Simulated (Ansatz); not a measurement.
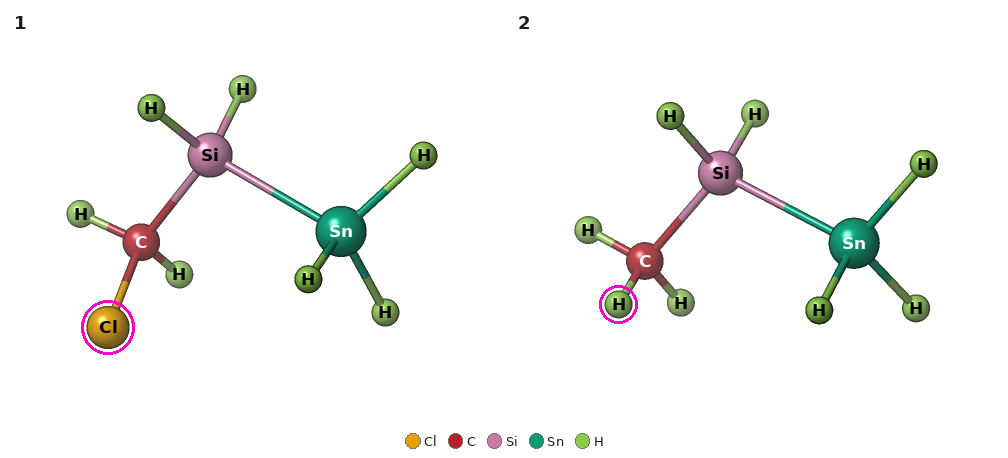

2 molecules with one skeleton, seen from the same side and at one scale; the atom that differs is circled. Each species is neutral and a spin singlet. Computed geometries: PBE0-D4/def2-TZVP optimisations, one conformation each. Properties computed with Ansatz 0.2.0. Elements past Kr carry core potentials.

One atom differs, called X below: Cl in panel 1, H in panel 2. Their formulas are CH7ClSiSn (`ClC[SiH2][SnH3]`), CH8SiSn (`C[SiH2][SnH3]`).

Question: In which is the dipole moment larger (PBE0-D4/def2-TZVP)?

Answer: In panel 1 (X = Cl).

Question: In which is the harmonic zero-point energy higher (PBE0-D4/def2-TZVP)?

Answer: In panel 2 (X = H).

Give the values. With PBE0-D4/def2-TZVP: length of X–C (Å), angle X–C–Si (°), dipole moment (D), harmonic zero-point energy (kJ/mol). With ωB97M-V/def2-SVP: HOMO energy (Kohn–Sham orbital) (eV), HOMO–LUMO gap (eV).

| quantity | 1 (Cl) | 2 (H) | 2 − 1 |
| --- | --- | --- | --- |
| length of X–C (Å) | 1.786 | 1.092 | −0.694 |
| angle X–C–Si (°) | 109.4 | 110.8 | +1.4 |
| HOMO energy (Kohn–Sham orbital) (eV) | −9.92 | −9.64 | +0.28 |
| HOMO–LUMO gap (eV) | 11.74 | 11.64 | −0.10 |
| dipole moment (D) | 1.65 | 1.23 | −0.42 |
| harmonic zero-point energy (kJ/mol) | 172.7 | 193.6 | +20.9 |
